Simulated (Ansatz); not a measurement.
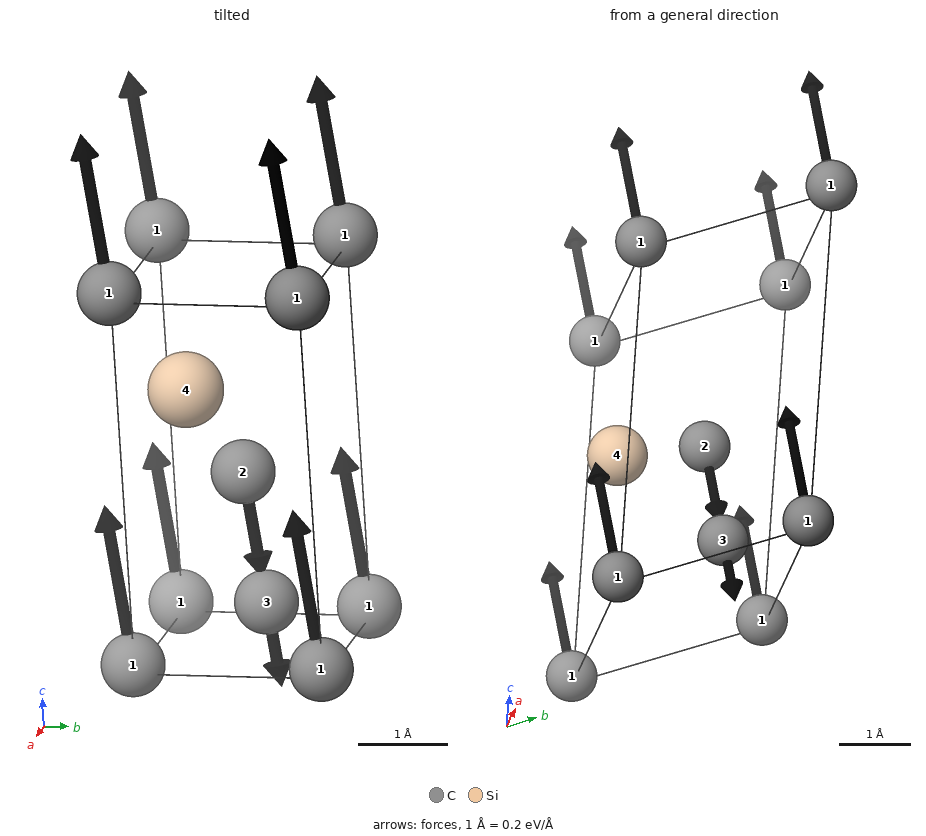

The image is a spheres-only drawing of a crystal, viewed slightly off an axis and from a general direction. The edges of the cell (the run's own, in a reduced setting) are marked. The arrows are the computed forces on the atoms.

System: SiC$_{3}$. The calculation used DFT, HSE06, plane waves, PAW in Ansatz 0.2.0, with a cutoff energy of 420 eV, k-points about 0.32 Å⁻¹ apart, no spin polarisation.

Judging by the arrows, is the geometry relaxed?

No. The atoms still feel forces of up to about 0.31 eV/Å, far above a usual threshold of 0.01 to 0.03 eV/Å.

Name the atom under the greatest force.

C1, about 0.31 eV/Å.

Origin of the cell: a structure type filled with these elements by a generator (whether the compound takes this form wasn't checked). The cell was then strained or its atoms displaced on purpose. It went into a calculation with Ansatz.
